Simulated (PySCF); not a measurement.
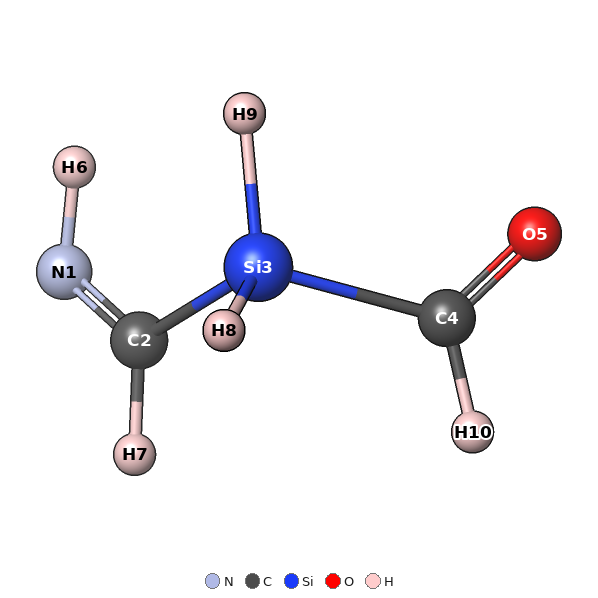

The geometry was computed by an optimisation with PBE0-D3(BJ)/def2-SVP. No frequency run is at hand to confirm it as a minimum. Properties computed with delta-SCF UKS SCAN, pcX-2 on the ionised atom, pcseg-1 elsewhere, spin-free X2C (PySCF 2.14.0).

Give the core-electron binding energies (to vacuum; p and d levels without spin–orbit splitting) of N1 1s, C2 1s, Si3 1s, Si3 2p, C4 1s, O5 1s.

```json
{"atom": "N1", "level": "1s", "binding energy (eV)": "404.9"}
{"atom": "C2", "level": "1s", "binding energy (eV)": "291.9"}
{"atom": "Si3", "level": "1s", "binding energy (eV)": "1846.9"}
{"atom": "Si3", "level": "2p", "binding energy (eV)": "107.4"}
{"atom": "C4", "level": "1s", "binding energy (eV)": "293.1"}
{"atom": "O5", "level": "1s", "binding energy (eV)": "538.2"}
```
